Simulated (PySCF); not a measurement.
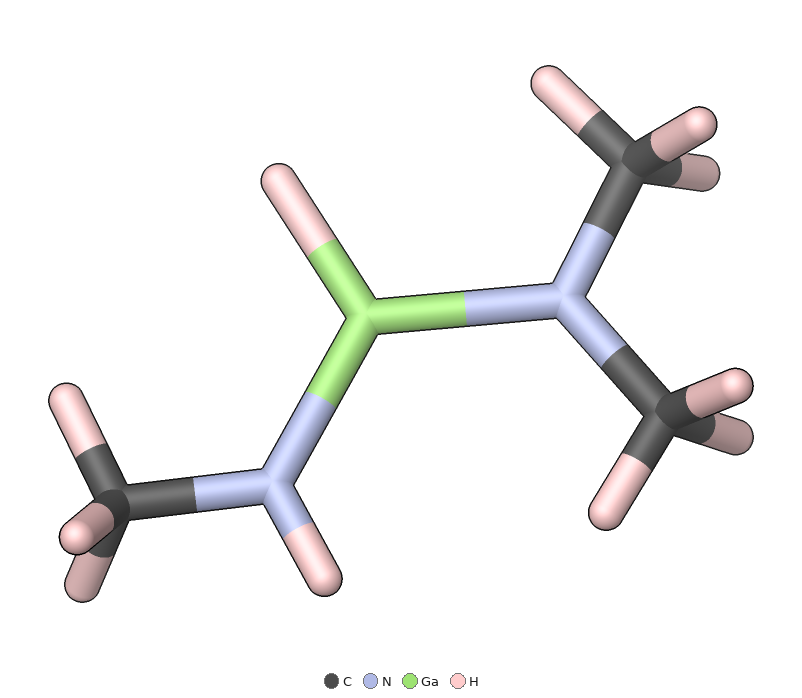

Computed geometry: GFN2-xTB optimisation. No frequency run is at hand to confirm it as a minimum.

Draw it as a skeletal formula.

SMILES: C[NH][GaH][N](C)C

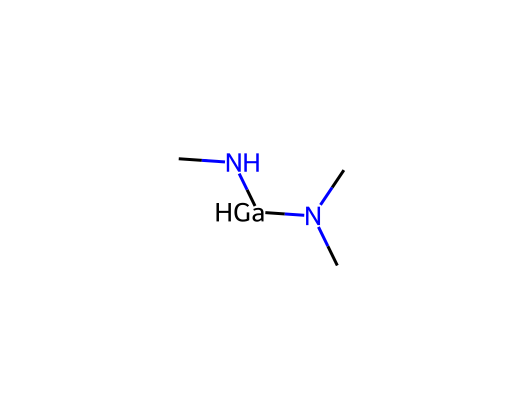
